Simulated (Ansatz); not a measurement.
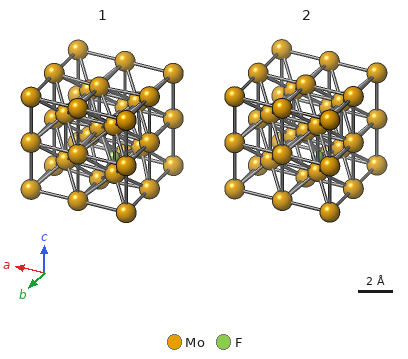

Two geometries of a defect cell of composition Mo16F, drawn at one scale. One is the start of a relaxation, the other its converged end. Style: ball-and-stick. Shown: the cell of the calculation, reduced to other axes (origin shifted), from a free direction. Lengths and directions refer to the drawn axes.

These are results of DFT PBE-D3(BJ), scalar-relativistic, plane waves, PAW (Ansatz 0.2.0), not measurements. (plane-wave cutoff 420 eV; k-point mesh 3 × 3 × 3; occupations fermi dirac; smearing width 0.1 eV; no spin polarisation; atoms relaxed in a fixed cell; force threshold 0.03 eV/Å; at most 60 steps)

Question: Which of the two is the end point?

Answer: Structure 1 is the relaxed one. It is an interstitial F in bcc Mo. The run prepares an end point of a later path (interstitial hop) calculation, from a guessed geometry. The largest moves, 0.25 Å, are those of Mo atoms. Largest moves by element: Mo 0.25 Å, F 0.05 Å. The lattice vectors keep their values. Near-neighbour distances that change, for instance: Mo–Mo 2.728 → 3.133 Å, Mo–Mo 3.150 → 2.770 Å, F–Mo 1.713 → 2.003 Å, F–Mo 1.769 → 2.003 Å. Among the angles between lasting bonds that change: Mo–F–Mo 128.6° → 123.6°, Mo–F–Mo 100.4° → 102.9°. Over 4 accepted moves (6 points after the start) the energy falls by 4.425 eV per cell of the calculation. Largest force component: 12 eV/Å at the start, 0.029 eV/Å at the end. The line search rejected the trial step at point 3 of the run. 1 step only repeated the SCF at the same geometry. Cost: 70 s on 4 threads of AMD EPYC 7R13 Processor (Zen 3) (shared host), peak memory 1.3 GiB.

Limits of the set-up: the cell has an odd number of electrons but was run without spin polarisation; the periodic images lie only 6.3 Å apart, so the values are limited by the cell's size.
